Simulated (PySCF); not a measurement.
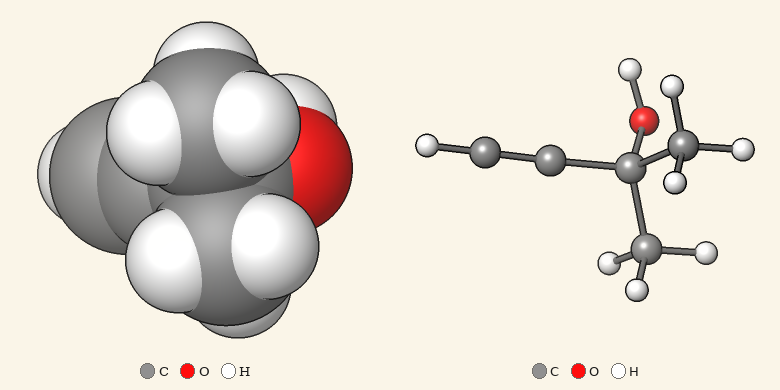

The same structure drawn twice, from different directions.

> What is the molecular formula?

C₅H₈O, 14 atoms: 5 carbon, 8 hydrogen and 1 oxygen.

> What is its SMILES?

C#CC(C)(C)O

> Give the symmetry (Schoenflies symbol).

C1.

More results for the same structure follow; atom numbers are the same in all pictures, views and colours differ. Computed geometry: PBE0-D3(BJ)/def2-SVP optimisation. No frequency run is at hand to confirm it as a minimum.

**Geometry**

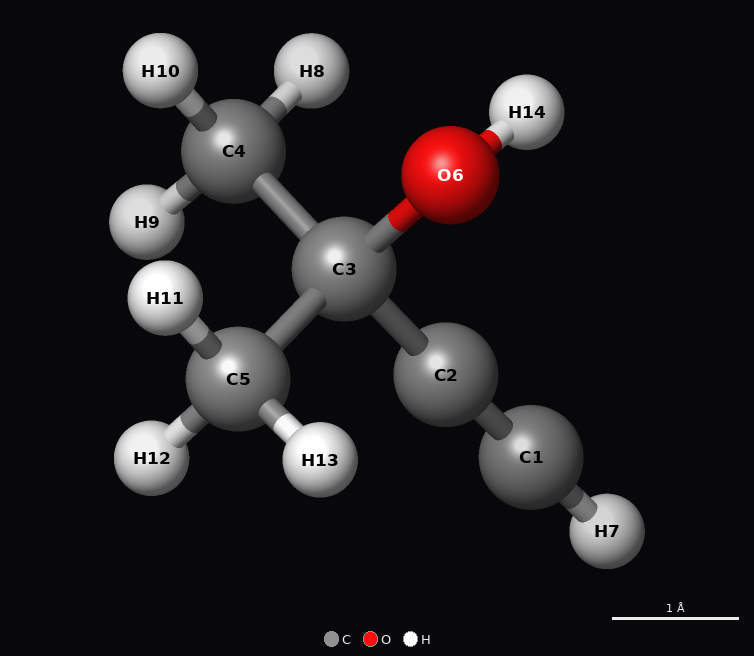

The atoms are numbered. No frequency run is at hand to confirm it as a minimum.

> How are the neighbours of atom 1 arranged?

C1 has 2 neighbours (C2 at 1.21, H7 at 1.07 Å); the arrangement is linear.

> Describe the coordination of atom 6.

O6 has 2 neighbours (C3 at 1.41, H14 at 0.96 Å); the arrangement is bent.

> How are the neighbours of atom 2 arranged?

C2 has 2 neighbours (C1 at 1.21, C3 at 1.48 Å); the arrangement is linear.

> How are the neighbours of atom 4 arranged?

C4 has 4 neighbours (C3 at 1.53, H8 at 1.10, H9 at 1.10, H10 at 1.10 Å); the arrangement is tetrahedral.

**Quadrupole coupling**

No frequency run is at hand to confirm it as a minimum. Electric field gradients from the ground-state density, PBE0/pcSseg-1 (PySCF 2.14.0), non-relativistic apart from any core potentials.

Give the largest field-gradient component, the quadrupole coupling constant and the asymmetry for 17O at O6 (Q = −25.6 mb).

| atom | V_zz (a.u.) | e²qQ/h (MHz) | η |
| --- | --- | --- | --- |
| O6 | −1.997 | 12.01 | 0.88 |

**Dipole moment**

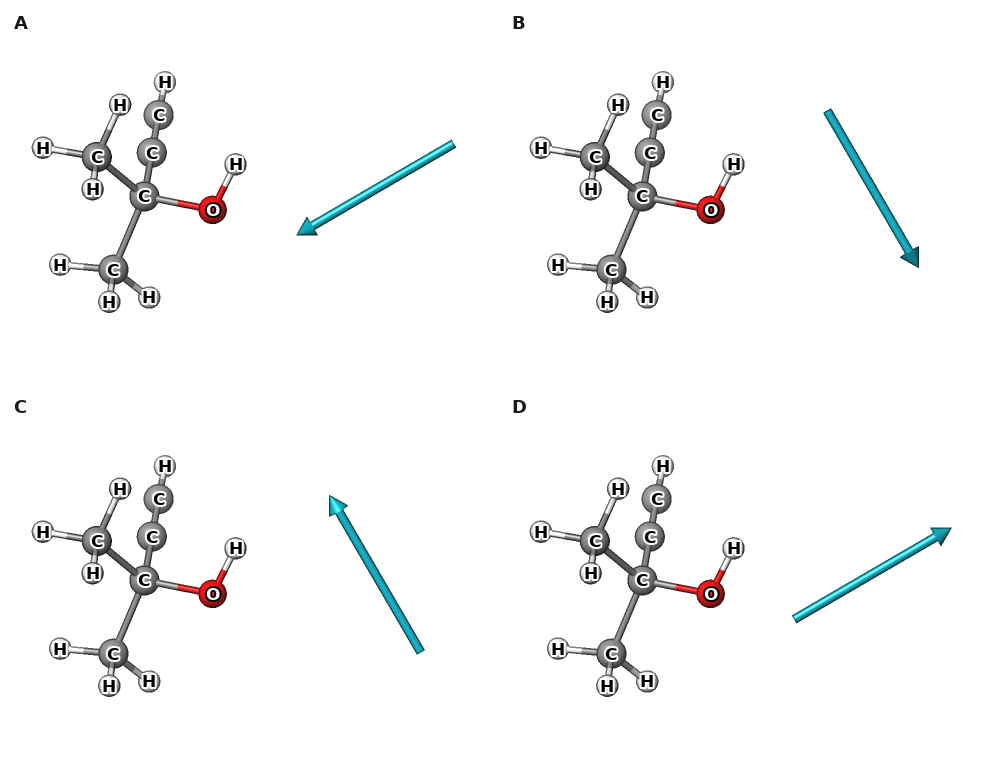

The same molecule four times, each with an arrow. No frequency run is at hand to confirm it as a minimum. Properties computed with B3LYP/pcJ-1, gas phase (PySCF 2.14.0).

> Which arrow points along the dipole moment, from the negative to the positive end?

C. The dipole moment is 1.37 D.

**Charges**

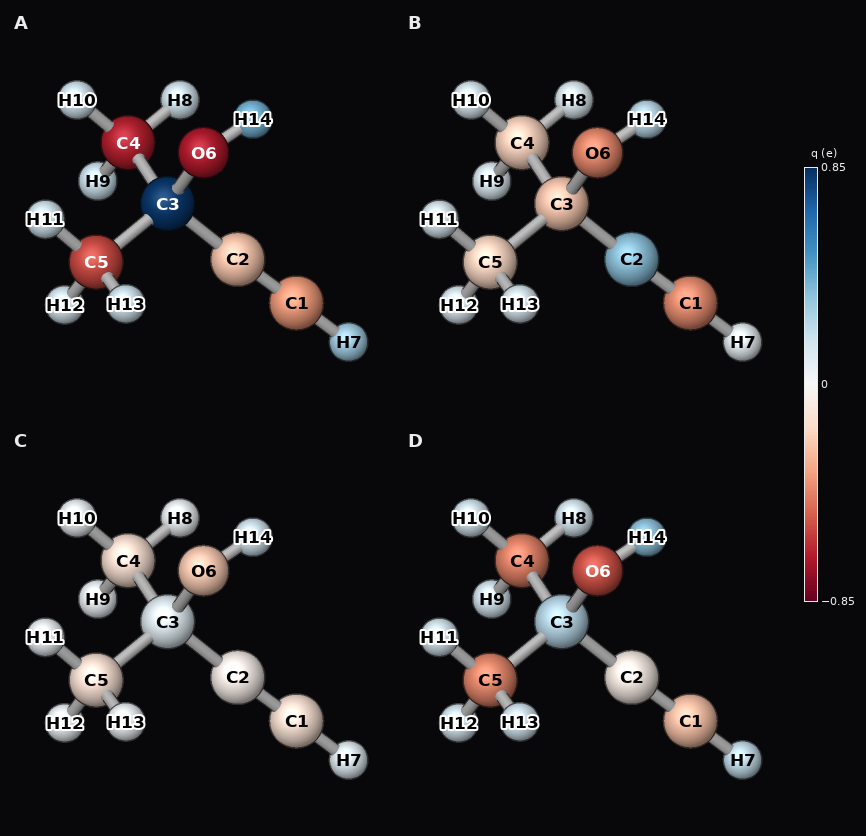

Atomic charges of one calculation by 4 schemes, on one colour scale. No frequency run is at hand to confirm it as a minimum. Level of theory: PBE0/pcSseg-1 (PySCF 2.14.0).

> The schemes are ESP-fitted, Hirshfeld, IAO, Mulliken. Which panel shows which?

A ESP-fitted, B Mulliken, C Hirshfeld, D IAO.

List the charges (e), one line for each set of equivalent atoms.

| atom | ESP-fitted | Mulliken | Hirshfeld | IAO |
| --- | --- | --- | --- | --- |
| C1 | −0.36 | −0.40 | −0.12 | −0.24 |
| C2 | −0.23 | 0.35 | −0.04 | −0.05 |
| C3 | 0.83 | −0.22 | 0.10 | 0.23 |
| C4 | −0.66 | −0.18 | −0.12 | −0.42 |
| C5 | −0.56 | −0.17 | −0.12 | −0.41 |
| O6 | −0.67 | −0.41 | −0.21 | −0.54 |
| H7 | 0.30 | 0.07 | 0.09 | 0.20 |
| H8 | 0.15 | 0.11 | 0.04 | 0.14 |
| H9 | 0.18 | 0.12 | 0.05 | 0.15 |
| H10 | 0.16 | 0.12 | 0.04 | 0.15 |
| H11 | 0.15 | 0.12 | 0.05 | 0.15 |
| H12 | 0.14 | 0.12 | 0.04 | 0.14 |
| H13 | 0.17 | 0.13 | 0.04 | 0.15 |
| H14 | 0.40 | 0.23 | 0.16 | 0.35 |

Mulliken values depend strongly on the basis set and can even reverse the polarity of a bond.
